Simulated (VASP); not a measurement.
Consider the following.

```
AlScGe
1.0
    1.96195    -4.89471     0.00000
    1.96195     4.89471     0.00000
    0.00000     0.00000     5.48833
Sc Al Ge
2 2 2
Cartesian
  1.96195  -1.84063   4.11625
  1.96195   1.84063   1.37208
  1.96195   4.89471   0.00000
  1.96195   4.89471   2.74417
  1.96195   1.13041   4.11625
  1.96195  -1.13041   1.37208
```

Method: PBEsol GGA, VASP's PBE PAW potentials (set 64) (plane waves; VASP 6.6.1). Run with 400 eV cut-off, 9×9×6 Γ-centred mesh, tetrahedra with Blöchl corrections, potentials Sc_sv Al Ge_d.

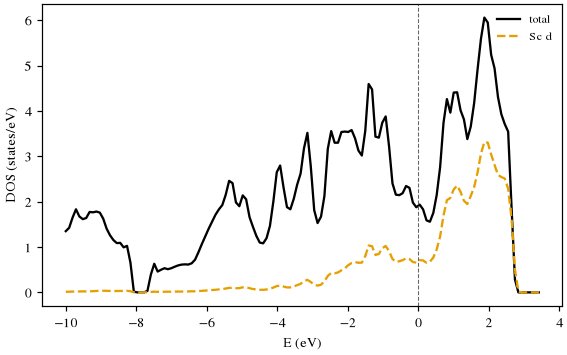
Total and projected density of states, zero at the Fermi level

Within 2 eV below the Fermi level the largest weight inside VASP's projection spheres is Sc d, then Ge p.

It has no gap at this level: it comes out as a metal or semimetal.

The structure comes from a computed database's ScAlGe entry (Cmcm); how it stands against other phases isn't given here. It was relaxed first.
